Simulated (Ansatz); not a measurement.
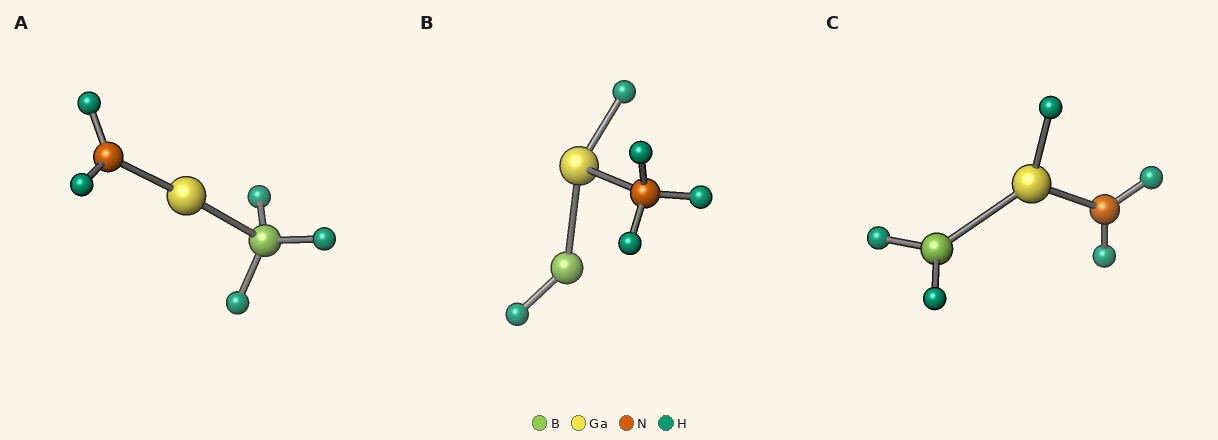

3 stationary structures of one formula. Geometries: PBE-D4/def2-SVP. Electronic energies: PBE-D4/def2-SVP (Ansatz 0.2.0), without zero-point energy. No frequency run is at hand to confirm each as a minimum. Each is one conformer, not always the lowest.

**Which structure is the most stable?**

A is lowest; C lies 0.941 eV above it, B lies 2.852 eV above it (C1).
